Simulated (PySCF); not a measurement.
NMR shielding calculation, with input and output: C₆H₁₃N

The run: NMR shielding calculation of C₆H₁₃N, SMILES CC1(C)CCNC1. Method and program: GIAO revPBE/pcSseg-1 NMR shielding, non-relativistic, gas phase (PySCF 2.14.0).

The geometry comes from this level: GFN2-xTB, coordinate held. Figures and captions count atoms from 1; the log counts them from 0 in places.

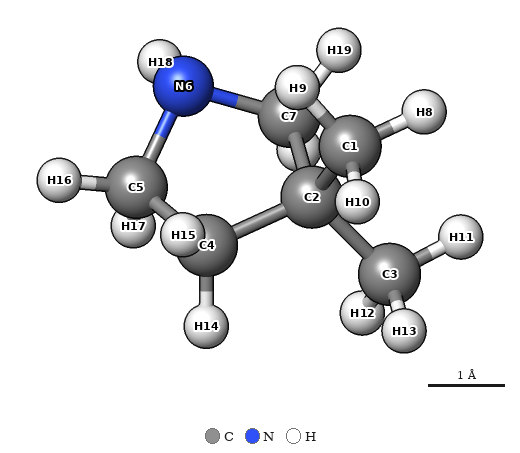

The structure as given in the input (ball-and-stick view, seen at a tilt; atoms are numbered from 1 in the order of the input).

The input:
```
{"job": {"kind": "nmr", "xc": "revPBE", "basis": "pcSseg-1", "every": 1, "pop": false}, "charge": 0, "multiplicity": 1}
C     -1.292211     1.187793    -0.597240
C     -0.512225    -0.003237    -0.042659
C     -1.473393    -1.130754     0.324365
C      0.567421    -0.463721    -1.050255
C      1.889128    -0.232570    -0.315333
N      1.603174     0.900014     0.584640
C      0.331233     0.437100     1.168644
H     -2.046269     1.515524     0.115657
H     -0.613351     2.014609    -0.788277
H     -1.791515     0.917649    -1.525662
H     -2.162318    -0.804344     1.101081
H     -0.930467    -1.999926     0.690767
H     -2.053837    -1.429406    -0.545912
H      0.446875    -1.509208    -1.329782
H      0.525227     0.141850    -1.954078
H      2.708368     0.024940    -0.989148
H      2.167997    -1.137345     0.243511
H      2.264999     0.754531     1.346033
H     -0.137868     1.248965     1.727603
H      0.478023    -0.415701     1.846471
```

The first line tells a small driver script what to run in PySCF; the rest is the geometry in Å.

Run on 1 CPU thread, shared host.

Command:
```bash
OMP_NUM_THREADS=1 python <driver script> task.json out
```

Log:
```
coarse grid: 15640 points
cycle   1  E = -290.9140549164  dE =  4.889e-01  |g| = 6.306e-01  |ddm| = 3.870e+00
cycle   2  E = -290.7454521201  dE =  1.686e-01  |g| = 1.022e+00  |ddm| = 1.821e+00
cycle   3  E = -291.0230063494  dE = -2.776e-01  |g| = 1.106e-01  |ddm| = 1.239e+00
cycle   4  E = -291.0252988472  dE = -2.292e-03  |g| = 4.105e-02  |ddm| = 1.334e-01
cycle   5  E = -291.0256601961  dE = -3.613e-04  |g| = 7.680e-03  |ddm| = 3.782e-02
cycle   6  E = -291.0256690929  dE = -8.897e-06  |g| = 4.213e-03  |ddm| = 1.041e-02
cycle   7  E = -291.0256728925  dE = -3.800e-06  |g| = 5.658e-04  |ddm| = 3.964e-03
final grid: 148080 points
cycle   8  E = -291.0728725729  dE = -8.950e-05  |g| = 1.547e-02  |ddm| = 6.623e-02
cycle   9  E = -291.0727713359  dE =  1.012e-04  |g| = 2.506e-02  |ddm| = 3.915e-02
cycle  10  E = -291.0729346577  dE = -1.633e-04  |g| = 1.835e-03  |ddm| = 2.595e-02
cycle  11  E = -291.0729353487  dE = -6.910e-07  |g| = 5.457e-04  |ddm| = 2.231e-03
cycle  12  E = -291.0729354158  dE = -6.710e-08  |g| = 6.986e-05  |ddm| = 4.313e-04
cycle  13  E = -291.0729354164  dE = -6.263e-10  |g| = 4.791e-05  |ddm| = 1.094e-04
cycle  14  E = -291.0729354169  dE = -4.643e-10  |g| = 9.360e-06  |ddm| = 4.433e-05
```

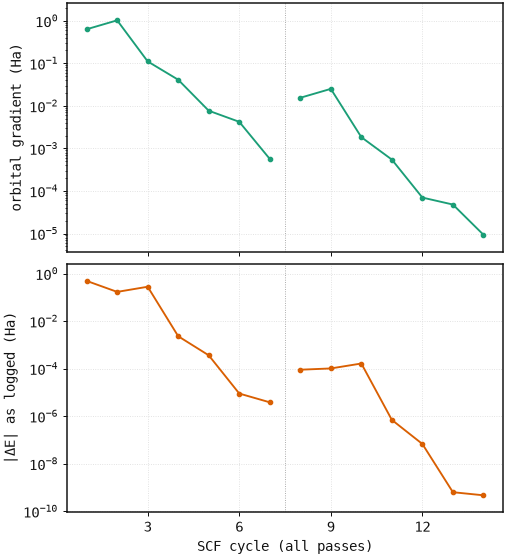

Convergence of the self-consistent field: orbital gradient and size of the energy change against the SCF cycle. The dotted line marks the change from a coarse to the final integration grid. The first 7 cycles use a coarse grid, the final grid takes over at cycle 8, and the field converges after 14 cycles in all.

```
converged SCF energy = -291.0729354169

GIAO shielding tensors (ppm)
atom      isotropic    diamagn.    paramagn.     s11        s22        s33       span
  0 C      149.914     245.977     -96.064    124.683    144.223    180.835     56.153
  1 C      141.378     246.632    -105.254    117.516    152.945    153.674     36.158
  2 C      151.767     245.699     -93.932    133.504    141.924    179.873     46.369
  3 C      139.271     247.386    -108.115    115.697    132.674    169.444     53.747
  4 C      125.359     248.332    -122.973     94.511    115.720    165.845     71.334
  5 N      191.692     315.958    -124.266    144.920    178.040    252.115    107.195
  6 C      112.623     248.519    -135.896     87.762    109.238    140.868     53.106
  7 H       30.858      30.836       0.023     27.088     28.064     37.422     10.334
  8 H       30.042      30.753      -0.712     25.750     28.997     35.379      9.629
  9 H       30.826      30.838      -0.013     27.207     28.557     36.713      9.506
 10 H       30.722      30.664       0.058     26.902     28.278     36.986     10.083
 11 H       30.780      31.262      -0.482     26.845     28.962     36.531      9.686
 12 H       30.523      30.654      -0.131     27.033     28.041     36.496      9.463
 13 H       30.356      32.060      -1.704     26.602     29.316     35.150      8.548
 14 H       30.133      31.882      -1.749     25.650     29.425     35.323      9.673
 15 H       28.336      29.175      -0.839     24.209     26.028     34.773     10.564
 16 H       28.843      31.341      -2.498     23.522     27.954     35.053     11.531
 17 H       30.684      31.232      -0.548     22.416     28.623     41.012     18.596
 18 H       28.817      32.029      -3.213     25.751     27.713     32.986      7.235
 19 H       29.153      33.137      -3.985     23.818     29.816     33.824     10.006
```

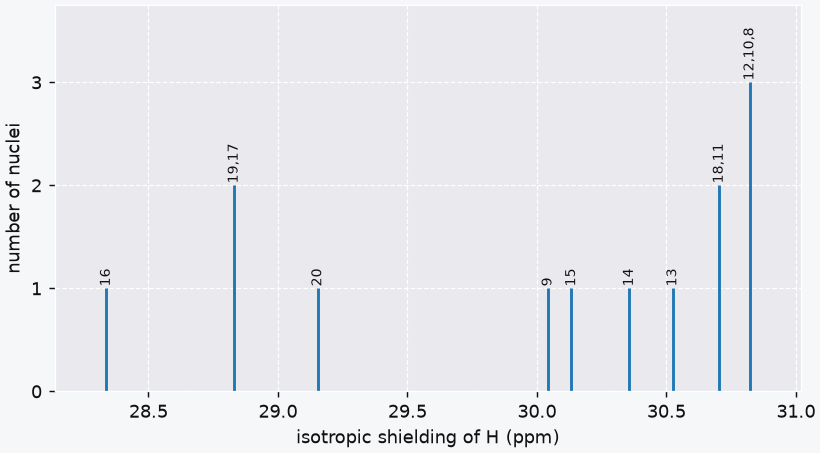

Isotropic shieldings of the hydrogen nuclei in this fixed geometry, labelled by atom number; shielding grows to the right, so chemical shift grows to the left. The least shielded is H16 (28.3 ppm), the most shielded H8 (30.9 ppm).

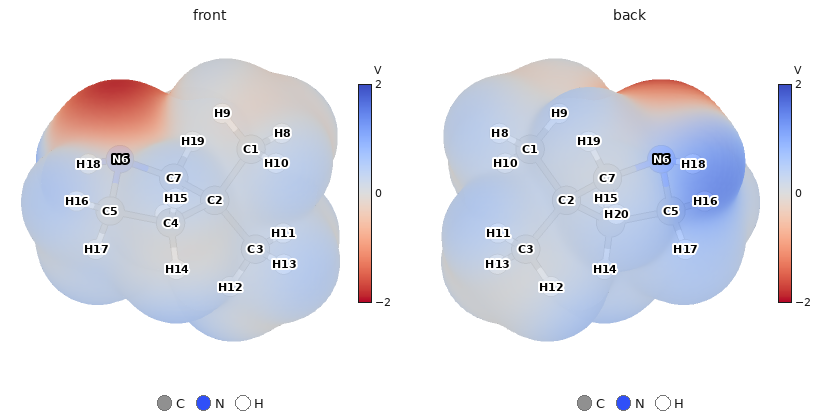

The electrostatic potential painted on the density surface at 0.002 e/bohr³, seen face on and from behind; the colour scale runs from red (negative) to blue (positive). Its dipole moment is 1.26 D.

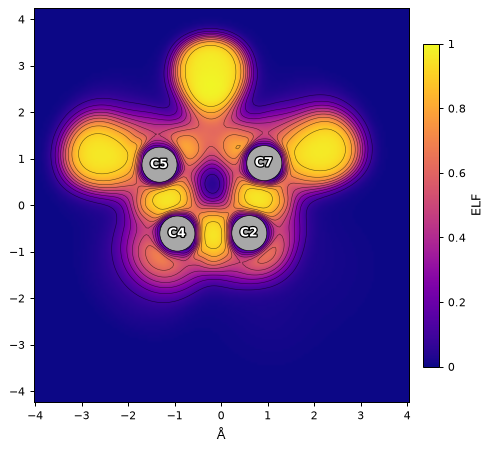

Electron localisation function on the plane of atoms C2, C4 and C5. Grey discs, where drawn, cover atomic cores.

Summary:

- outcome: converged
- total energy: −291.072935 hartree
- HOMO: −5.35 eV
- LUMO: 0.52 eV
- dipole moment: 1.26 D
- isotropic shielding, C: 112.6 to 151.8 ppm
- isotropic shielding, N: 191.7 ppm
- isotropic shielding, H: 28.3 to 30.9 ppm
- wall time: 33 s
- peak memory: 0.68 GiB
